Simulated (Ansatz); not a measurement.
# What Cu → Co does to CrCuO2

The parent structure is CrCuO2 (space group R-3m, No. 166; a = 2.9638 Å, c = 16.9204 Å (hexagonal axes); ferromagnetic).

It is then changed as follows: every Cu is replaced by Co, then cell and atoms are relaxed.

All numbers come from PBEsol (Ansatz, a program for electronic structure), no spin-orbit coupling. k-mesh 17×17×17 (Γ-centred); smearing 0.05 eV (Fermi–Dirac), for the changed cell.

```json
[
 {"quantity": "volume per atom", "base": "10.73 Å³", "changed": "10.34 Å³", "shift": "-0.39 Å³"},
 {"quantity": "density", "base": "5.71 g/cm³", "changed": "5.74 g/cm³", "shift": "+0.03 g/cm³"},
 {"quantity": "lattice parameter a", "base": "2.964 Å", "changed": "2.891 Å", "shift": "-0.073 Å"},
 {"quantity": "c/a ratio", "base": "5.709", "changed": "5.932", "shift": "+0.223"},
 {"quantity": "shortest interatomic distance", "base": "1.829 Å", "changed": "1.830 Å", "shift": "+0.001 Å"},
 {"quantity": "band gap", "base": "0.92 eV", "changed": "zero", "shift": "–"},
 {"quantity": "magnetic state", "base": "ferromagnetic", "changed": "ferrimagnetic", "shift": "–"},
 {"quantity": "largest site moment", "base": "2.38 μB", "changed": "2.30 μB", "shift": "-0.08 μB"}
]
```

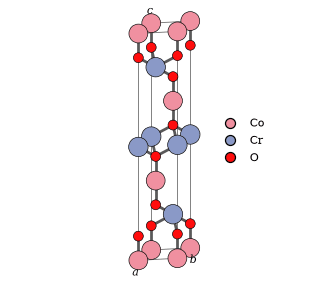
Figure: The relaxed conventional cell after the change

Cost of the whole job for the changed cell (relaxation, final SCF and bands): very roughly 11 core-minutes.

No phonon test of stability was made. Starting moments died away, wholly or in part, for Cu → Co; another magnetic solution may exist. No Hubbard U is applied and the magnetic state is the run's own (CrCoO2 ferrimagnetic; CrCuO2 ferromagnetic); other magnetic orders, which need larger cells, were not tried and can change the gap. A gap here joins edges of opposite spin (a spin-flip gap).
